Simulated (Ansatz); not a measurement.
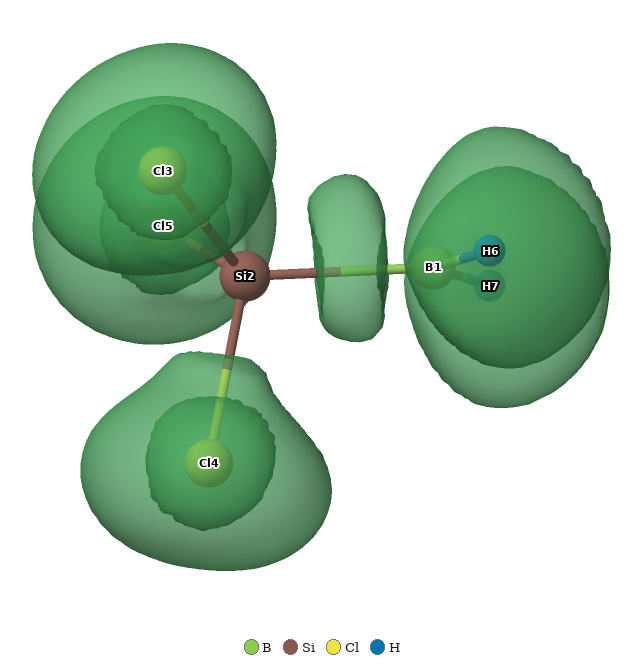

The picture shows: BCl₃H₂Si (SMILES B[Si](Cl)(Cl)Cl). Isosurface of the ELF at 0.75 (green), seen from one side. Only the valence region is drawn (cores and ρ < 0.01 e/Å³ removed).

Geometry: PBE0-D4/def2-TZVP.

Method: RKS PBE0-D4/def2-TZVPP (Ansatz 0.2.0).

```xyz
7

B     0.2730    0.1726    1.2303
Si   -0.1377   -0.0426   -0.7126
Cl   -1.8854    0.8363   -1.2944
Cl   -0.3103   -2.0724   -0.9414
Cl    1.3339    0.6369   -1.9528
H    -0.6162    0.2633    2.0192
H     1.4040    0.1379    1.6059
```

Describe the localisation domains.

Answer. The ELF exceeds this value in one region between bonded B–Si atoms (shared pairs), two regions around hydrogen nuclei and three regions on Cl in which the atom's valence shell and bonds are merged. Along the contacts the grid gives the following. Si–B (2.00 Å): the ELF peaks at about 1 between the atoms, as expected for a shared electron pair. Si–Cl (2.04 Å): the ELF peaks at about 0.85 between the atoms; a shared but strongly polarised pair.
